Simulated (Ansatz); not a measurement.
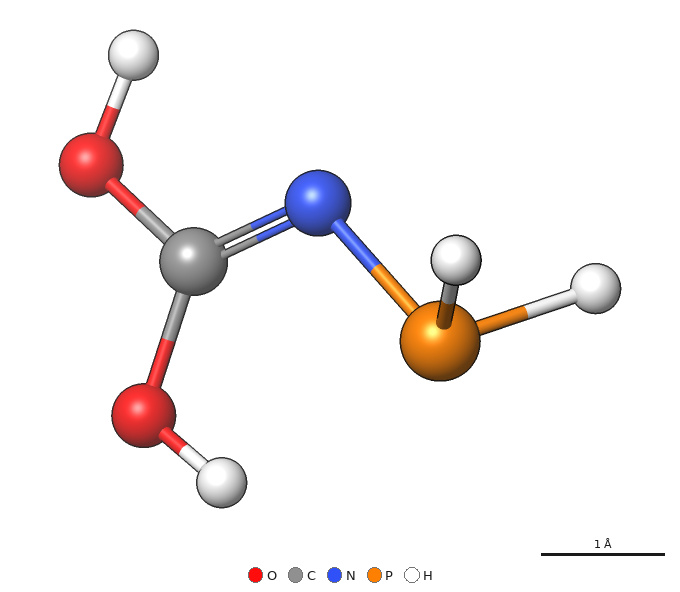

Ball-and-stick drawing of a structure. Double and triple bonds are drawn as two and three sticks.

Description:

It has 9 atoms: 1 carbon, 4 hydrogen, 1 nitrogen, 2 oxygen and 1 phosphorus (CH₄NO₂P). Its SMILES string is `OC(O)=NP`. It has no ring. Among its groups: imine. This geometry has Cs symmetry. Coordination: 2 O bent; 1 C trigonal planar; 1 N bent; 1 P trigonal pyramidal.

More results for the same structure follow; atom numbers are the same in all pictures, views and colours differ. The geometry was computed by an optimisation with PBE0-D4/def2-TZVP.

### Geometry

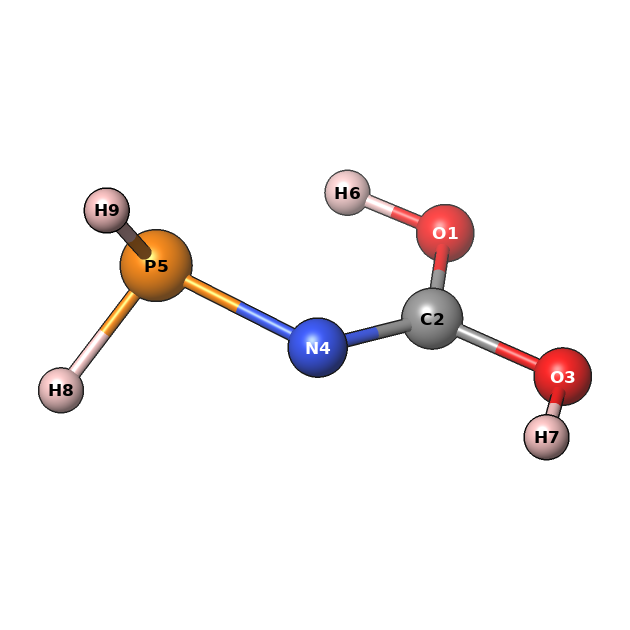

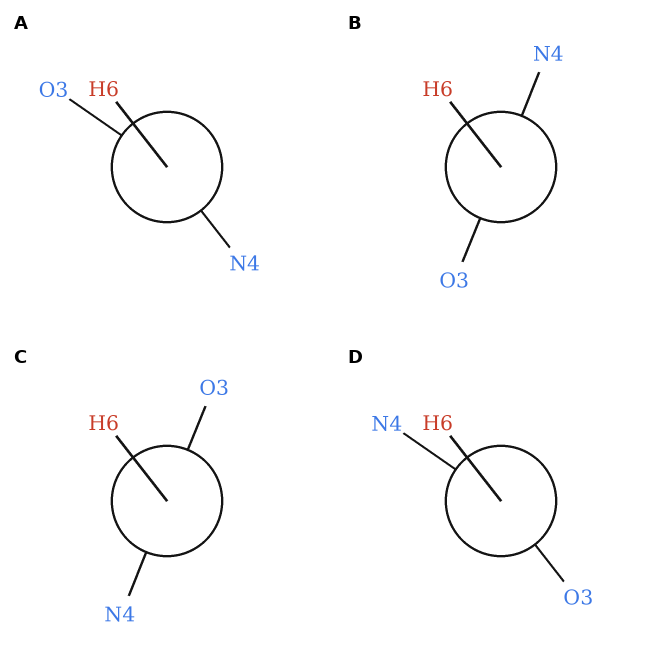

Atoms fade into the background with distance from the viewer. Bonds that would overlap in a projection are set slightly apart.

**Which Newman projection shows the view along O1–C2, with O1 in front?**

D. The torsion angle H6–O1–C2–O3 is 180°, antiperiplanar (anti).

### Charges

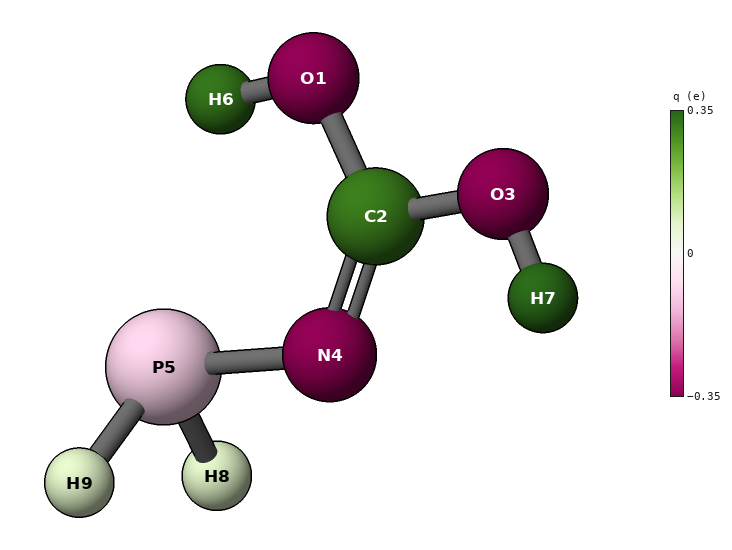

Atoms are coloured by their Mulliken charges. Method: RKS PBE0-D4/def2-TZVP (Ansatz 0.2.0).

**Which atom carries the highest charge (most positive or least negative)?**

H7 (0.34 e).

**And the lowest?**

O1, O3, N4 (−0.35 e).

List the Mulliken charges.

| atom | value (e) |
| --- | --- |
| O1 | −0.35 |
| C2 | 0.31 |
| O3 | −0.35 |
| N4 | −0.35 |
| P5 | −0.09 |
| H6 | 0.32 |
| H7 | 0.34 |
| H8 | 0.08 |
| H9 | 0.08 |

### Electronic properties

Level of theory: RKS PBE0-D4/def2-QZVPP (Ansatz 0.2.0).

What does the calculation give?

- HOMO energy (Kohn–Sham orbital): −6.96 eV
- LUMO energy (Kohn–Sham orbital): −0.15 eV
- HOMO–LUMO gap: 6.81 eV
- dispersion correction: −14.9 kJ/mol

### Vibrations

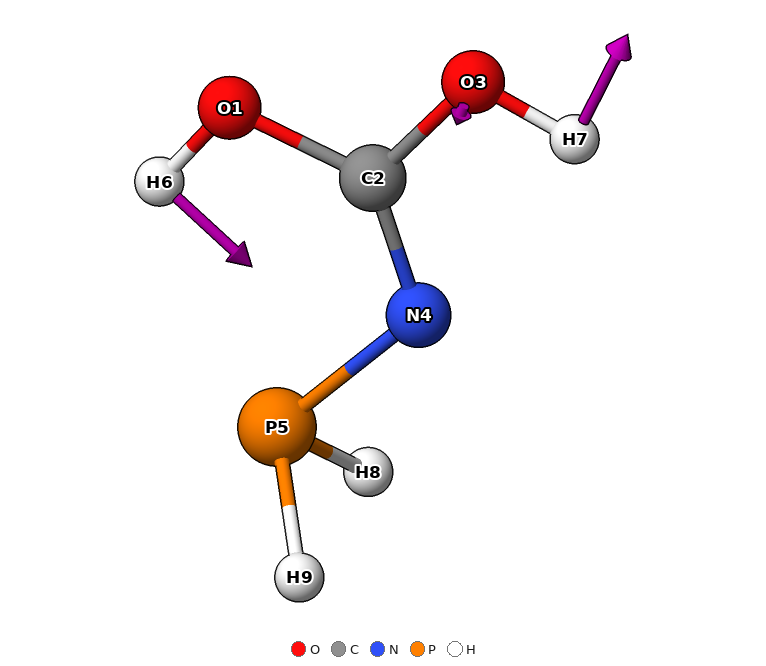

The arrows show one normal mode. Harmonic vibrations computed with RKS PBE0-D4/def2-TZVP (Ansatz 0.2.0) at a stationary point of the same level.

**At what wavenumber does it lie?**

1220 cm⁻¹; it is mode 14 of 21 counted from the lowest.

Mulliken values depend strongly on the basis set and can even reverse the polarity of a bond.
